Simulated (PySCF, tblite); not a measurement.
# C4H6OSSi: dynamics, then NMR shifts on frames

How do NMR shifts of C4H6OSSi (`[SiH3]Oc1cccs1`) change as the atoms move?

Programs: tblite 0.8.0 and PySCF 2.14.0, with density-fitted response routines of our own. Each step states its level of theory. These are calculated values for one molecule in the gas phase, unless marked as measured. Atoms are numbered from 0 throughout.

## (1) The starting structure

13 atoms, charge 0, multiplicity 1; geometry from: GFN2-xTB.

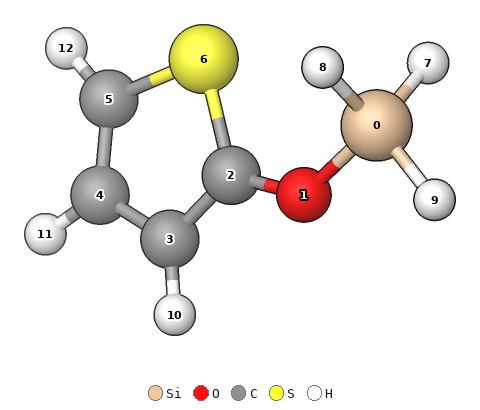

As it starts; silicon light orange, oxygen red, carbon grey, sulfur yellow, hydrogen white, atoms numbered.

## (2) Dynamics with GFN2-xTB

Job settings and geometry (Å):

```
{"job": {"kind": "md", "xc": "GFN2-xTB", "basis": "xTB", "temperature": 400, "steps": 2000, "every": 50, "frames": 5}, "charge": 0, "multiplicity": 1}
Si     2.671559     0.071879     0.203582
O      1.289698    -0.274741    -0.597560
C      0.016773    -0.103704    -0.268857
C     -1.068425    -0.533189    -0.969376
C     -2.290043    -0.187719    -0.346011
C     -2.122823     0.494434     0.811279
S     -0.454504     0.737802     1.180495
H      2.744047     1.504956     0.486512
H      2.715267    -0.677059     1.459694
H      3.601253    -0.388318    -0.812509
H     -0.989065    -1.076136    -1.892907
H     -3.251584    -0.443973    -0.753013
H     -2.866543     0.876254     1.480943
```

Method: GFN2-xTB Langevin dynamics, gas phase.

Launch:

```console
$ OMP_NUM_THREADS=1 python probes_run.py task.json out
```

The driver reads the jobs from task.json and runs them one after another.

Standard output:

```text
t/fs     T/K      E/eV
    0.0   333.4   -563.42739
   25.0   183.5   -563.06438
   50.0   247.9   -563.15267
   75.0   193.5   -563.18851
  100.0   152.6   -563.07569
  125.0   296.6   -563.23759
  150.0   281.7   -563.15751
  175.0   255.1   -562.94654
  200.0   347.9   -562.82587
  225.0   368.6   -562.94678
  250.0   368.6   -562.90657
  275.0   321.0   -563.05721
  300.0   303.5   -562.98524
  325.0   257.6   -562.95082
  350.0   340.9   -563.13764
  375.0   255.1   -562.98598
  400.0   332.7   -562.95930
  425.0   352.1   -563.06007
  450.0   352.3   -562.91840
  475.0   429.0   -562.93200
  500.0   279.3   -562.93192
  525.0   297.2   -562.94758
  550.0   330.0   -563.00404
  575.0   411.5   -562.99866
  600.0   280.7   -562.86693
  625.0   408.4   -562.83596
  650.0   374.7   -562.96104
  675.0   440.6   -562.93347
  700.0   425.5   -562.91922
  725.0   459.5   -562.90796
  750.0   356.9   -562.84084
  775.0   340.8   -562.95464
  800.0   360.4   -562.88251
  825.0   357.0   -562.78461
  850.0   310.2   -562.58584
  875.0   358.3   -562.72748
  900.0   453.7   -562.88754
  925.0   367.8   -562.84805
  950.0   303.3   -562.82098
  975.0   412.3   -563.00897
 1000.0   428.4   -562.92128
```

It took 9.9 s on 1 thread of Intel Xeon 6975P-C, shared host; peak memory 0.18 GiB.

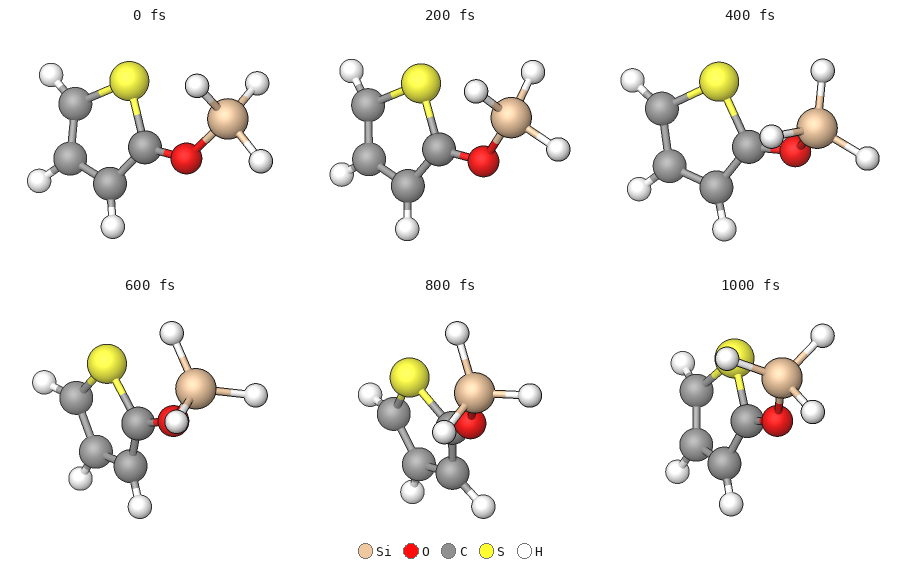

Frames of the run.

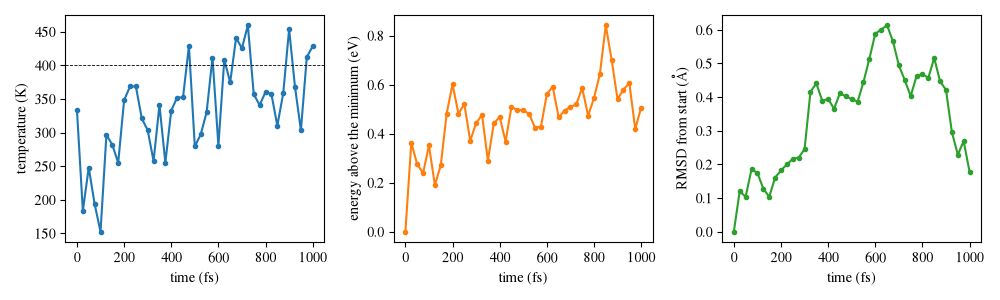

Temperature, potential energy and distance from the start.

Positions (Å) and forces (eV/Å) at 1000 fs:

```xyz
13

Si    1.397   -1.397    1.246   -0.093    0.203   -0.120
O     0.429   -0.955   -0.058    0.915   -0.968    0.568
C    -0.816   -0.542   -0.157   -0.028    0.148    0.406
C    -1.744   -0.803   -1.115   -0.734    1.310    1.186
C    -2.968   -0.113   -0.828   -1.545    0.397   -1.369
C    -2.992    0.617    0.302    0.960    0.596    1.138
S    -1.405    0.495    1.111   -1.217    0.142   -0.284
H     1.996   -0.109    1.735   -0.553   -0.548    0.104
H     0.745   -2.362    2.283    0.381    1.012   -0.924
H     2.499   -2.041    0.530   -0.290   -0.113   -0.057
H    -1.543   -1.318   -1.998    0.124   -0.743   -0.895
H    -3.879   -0.045   -1.524    1.562   -0.498    0.966
H    -3.701    1.321    0.779    0.519   -0.939   -0.719
```

## (3) NMR shieldings: 250 fs, PBE0/pcSseg-1

Job settings and geometry (Å):

```
{"job": {"kind": "nmr", "xc": "PBE0", "basis": "pcSseg-1", "pop": false}, "charge": 0, "multiplicity": 1}
Si     2.365600    -0.110500     0.448700
O      1.075000    -0.178200    -0.582900
C     -0.228900    -0.089900    -0.281200
C     -1.288400    -0.466900    -0.984500
C     -2.505200    -0.236600    -0.263600
C     -2.345100     0.310800     0.917100
S     -0.648700     0.461200     1.389000
H      2.258500     1.146800     1.106000
H      2.488600    -1.314600     1.320500
H      3.464300     0.136700    -0.498300
H     -1.208700    -0.873300    -1.919700
H     -3.514800    -0.389600    -0.802300
H     -3.089400     0.785200     1.527300
```

Level: GIAO PBE0/pcSseg-1 NMR shielding, non-relativistic, gas phase.

Standard output:

```text
coarse grid: 12400 points
cycle   1  E = -918.2018390526  dE =  1.254e+00  |g| = 6.520e-01  |ddm| = 3.603e+00
cycle   2  E = -918.1047125858  dE =  9.713e-02  |g| = 9.583e-01  |ddm| = 1.353e+00
cycle   3  E = -918.2827478624  dE = -1.780e-01  |g| = 8.421e-02  |ddm| = 9.342e-01
cycle   4  E = -918.2841622402  dE = -1.414e-03  |g| = 3.705e-02  |ddm| = 1.301e-01
cycle   5  E = -918.2844396723  dE = -2.774e-04  |g| = 1.706e-02  |ddm| = 4.935e-02
cycle   6  E = -918.2845145725  dE = -7.490e-05  |g| = 3.551e-03  |ddm| = 2.010e-02
cycle   7  E = -918.2845174446  dE = -2.872e-06  |g| = 8.554e-04  |ddm| = 4.172e-03
final grid: 111944 points
cycle   8  E = -918.3384367008  dE = -1.302e-05  |g| = 9.597e-03  |ddm| = 2.650e-02
cycle   9  E = -918.3384084089  dE =  2.829e-05  |g| = 1.482e-02  |ddm| = 2.072e-02
cycle  10  E = -918.3384555645  dE = -4.716e-05  |g| = 1.160e-03  |ddm| = 1.405e-02
cycle  11  E = -918.3384558726  dE = -3.081e-07  |g| = 3.546e-04  |ddm| = 1.392e-03
cycle  12  E = -918.3384559024  dE = -2.975e-08  |g| = 6.774e-05  |ddm| = 3.747e-04
cycle  13  E = -918.3384559031  dE = -7.421e-10  |g| = 4.052e-05  |ddm| = 9.426e-05
cycle  14  E = -918.3384559035  dE = -4.184e-10  |g| = 7.715e-06  |ddm| = 4.284e-05
converged SCF energy = -918.3384559035

GIAO shielding tensors (ppm)
atom      isotropic    diamagn.    paramagn.     s11        s22        s33       span
  0 Si     386.060     879.456    -493.396    338.679    352.614    466.886    128.206
  1 O      233.796     397.105    -163.309    118.542    254.654    328.191    209.649
  2 C        9.188     254.977    -245.789    -61.381     20.675     68.271    129.652
  3 C       81.720     252.137    -170.416     13.924     79.845    151.392    137.469
  4 C       58.272     254.838    -196.566    -21.345     53.531    142.630    163.975
  5 C       64.529     260.547    -196.018    -17.505     75.251    135.842    153.348
  6 S      290.788    1057.668    -766.880    116.745    346.772    408.847    292.101
  7 H       26.870      30.162      -3.292     23.174     26.506     30.931      7.758
  8 H       26.359      28.127      -1.768     23.258     24.362     31.458      8.200
  9 H       26.501      28.597      -2.096     22.872     24.991     31.641      8.769
 10 H       26.549      33.330      -6.781     23.667     25.663     30.319      6.652
 11 H       23.937      26.982      -3.044     20.612     23.581     27.618      7.005
 12 H       25.405      30.249      -4.844     22.066     25.184     28.964      6.899
```

Wall time 16 s (1 thread of Intel Xeon 6975P-C, shared host); peak memory 0.73 GiB.

The references, computed at this level on geometries of the same kind, shield at (ppm): 1H TMS 31.72, 13C TMS 186.9, 29Si TMS 349.2, 17O H2O 336.1, 33S CS2 504. Their shielding less the atom's gives the shift. The references are single molecules in the gas phase, so shifts against H2O, NH3, PH3, H3PO4 or CFCl3 are not on the usual liquid scales and can be off by tens of ppm. Each atom is listed at this fixed geometry, with no averaging over motion; a spectrum would average atoms that exchange fast.

```tsv
atoms	environment	σ (ppm)	δ (ppm)
C2	aromatic carbon bearing oxygen	9.2	177.7
C4	aromatic CH	58.3	128.7
C5	aromatic CH next to the ring sulfur	64.5	122.4
C3	aromatic CH	81.7	105.2
H11	hydrogen on an aromatic CH	23.94	7.78
H12	hydrogen on an aromatic CH next to the ring sulfur	25.40	6.31
H8	hydrogen on a silicon bonded to O	26.36	5.36
H9	hydrogen on a silicon bonded to O	26.50	5.22
H10	hydrogen on an aromatic CH	26.55	5.17
H7	hydrogen on a silicon bonded to O	26.87	4.85
Si0	silicon bonded to O, 3 H	386.1	-36.9
O1	oxygen bonded to C, Si	233.8	102.3
S6	aromatic ring sulfur	291	213
```

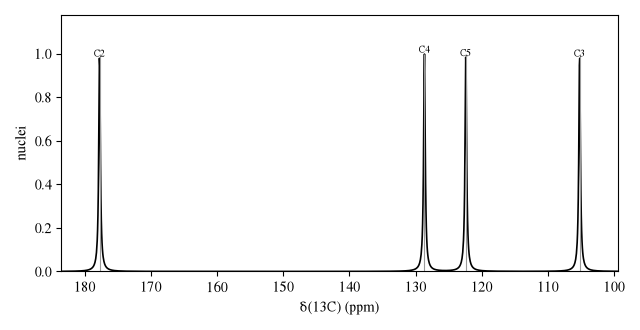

13C lines at the computed shifts, without couplings. Lines are broadened to a width of 0.29 ppm (Lorentzian).

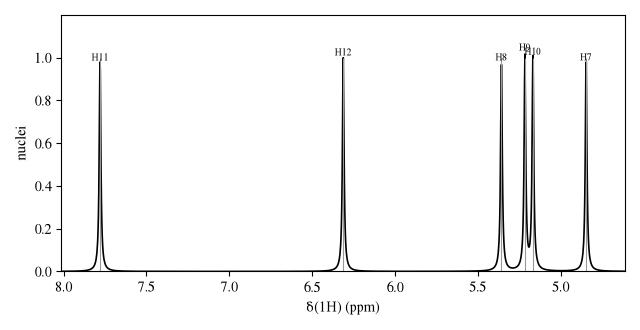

1H lines at the computed shifts, without couplings. Lines are broadened to a width of 0.01 ppm (Lorentzian).

Ring of atoms C2, C3, C4, C5, S6: NICS(0) -11.0, NICS(1) -8.8, NICS(1)zz -18.3 ppm (means of both faces).

Orbitals, density, ELF and potential are computed afterwards from the orbital file.

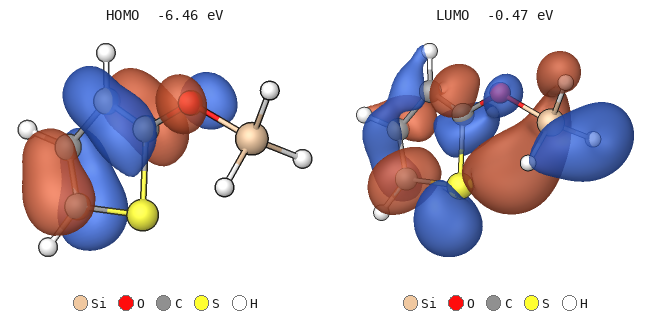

Frontier orbitals at PBE0/pcSseg-1; each surface holds 70 % of the orbital's density, blue and red mark the sign.

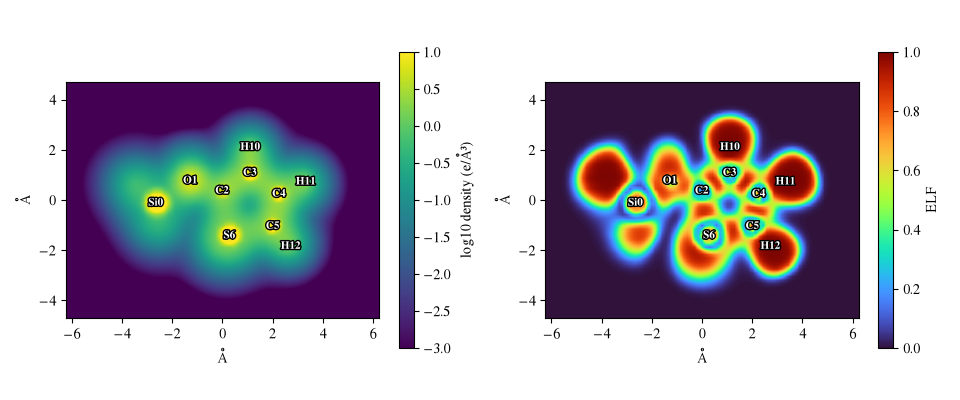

Density (left) and ELF (right) in a plane through or near 10 of the atoms.

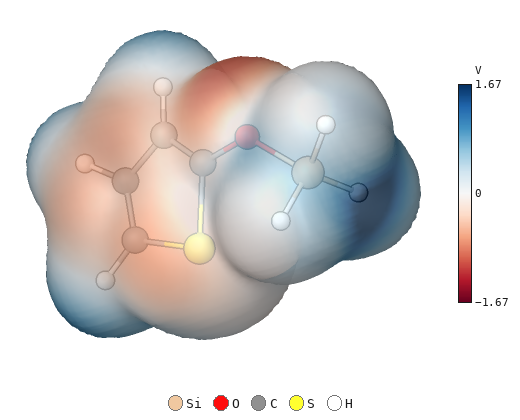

The potential that a unit positive charge feels on the 0.002 e/bohr³ surface, from -0.86 V near O1 to 1.67 V near H8.

## (4) Shielding tensors: 425 fs, PBE0/pcSseg-1

Job settings and geometry (Å):

```
{"job": {"kind": "nmr", "xc": "PBE0", "basis": "pcSseg-1", "pop": false}, "charge": 0, "multiplicity": 1}
Si     2.268700    -0.685400     0.604100
O      0.901300    -0.197800    -0.128000
C     -0.368200    -0.196300     0.199300
C     -1.418900    -0.537700    -0.666700
C     -2.698300    -0.534700    -0.072900
C     -2.660600     0.018000     1.197400
S     -1.045100     0.415500     1.664200
H      2.518200     0.293200     1.665000
H      2.222300    -2.098600     0.990400
H      3.270000    -0.440700    -0.561600
H     -1.271900    -0.886400    -1.642000
H     -3.605800    -0.888400    -0.532600
H     -3.366100     0.210600     1.941500
```

Level: GIAO PBE0/pcSseg-1 NMR shielding, non-relativistic, gas phase.

Standard output:

```text
coarse grid: 12400 points
cycle   1  E = -918.2100772819  dE =  1.254e+00  |g| = 6.442e-01  |ddm| = 3.583e+00
cycle   2  E = -918.1133339447  dE =  9.674e-02  |g| = 9.471e-01  |ddm| = 1.254e+00
cycle   3  E = -918.2888714615  dE = -1.755e-01  |g| = 7.400e-02  |ddm| = 8.565e-01
cycle   4  E = -918.2900637037  dE = -1.192e-03  |g| = 3.382e-02  |ddm| = 1.256e-01
cycle   5  E = -918.2903251233  dE = -2.614e-04  |g| = 1.314e-02  |ddm| = 4.536e-02
cycle   6  E = -918.2903648721  dE = -3.975e-05  |g| = 3.242e-03  |ddm| = 1.355e-02
cycle   7  E = -918.2903674104  dE = -2.538e-06  |g| = 6.945e-04  |ddm| = 3.805e-03
final grid: 111944 points
cycle   8  E = -918.3440902801  dE = -1.406e-05  |g| = 1.043e-02  |ddm| = 2.459e-02
cycle   9  E = -918.3440557217  dE =  3.456e-05  |g| = 1.599e-02  |ddm| = 2.283e-02
cycle  10  E = -918.3441128663  dE = -5.714e-05  |g| = 1.575e-03  |ddm| = 1.593e-02
cycle  11  E = -918.3441134943  dE = -6.280e-07  |g| = 3.844e-04  |ddm| = 1.810e-03
cycle  12  E = -918.3441135275  dE = -3.318e-08  |g| = 1.116e-04  |ddm| = 4.398e-04
cycle  13  E = -918.3441135302  dE = -2.633e-09  |g| = 5.662e-05  |ddm| = 1.522e-04
cycle  14  E = -918.3441135310  dE = -8.313e-10  |g| = 8.118e-06  |ddm| = 5.622e-05
converged SCF energy = -918.3441135310

GIAO shielding tensors (ppm)
atom      isotropic    diamagn.    paramagn.     s11        s22        s33       span
  0 Si     384.743     879.515    -494.771    345.710    356.346    452.174    106.465
  1 O      250.322     398.487    -148.165    154.016    235.702    361.247    207.232
  2 C       17.531     251.009    -233.479    -57.332     29.033     80.891    138.223
  3 C       65.405     250.434    -185.029     -2.065     53.545    144.735    146.799
  4 C       55.332     253.154    -197.822    -33.212     38.251    160.957    194.168
  5 C       65.962     263.262    -197.300    -20.941     78.767    140.060    161.001
  6 S      298.660    1057.028    -758.368    174.071    264.011    457.900    283.828
  7 H       26.248      28.992      -2.745     22.355     25.413     30.975      8.620
  8 H       26.504      28.544      -2.040     23.602     24.692     31.217      7.616
  9 H       25.469      27.782      -2.313     22.143     24.123     30.141      7.998
 10 H       25.595      32.706      -7.111     22.501     25.134     29.149      6.648
 11 H       24.412      29.508      -5.095     21.970     23.948     27.320      5.350
 12 H       25.713      31.926      -6.213     22.461     25.844     28.834      6.373
```

It took 13 s on 1 thread of Intel Xeon 6975P-C, shared host; peak memory 0.79 GiB.

This run: δ C2 169.4, C4 131.6, C3 121.5, C5 121.0, H11 7.30, H9 6.25 ppm.

(Part 1 of 2 ends here.)
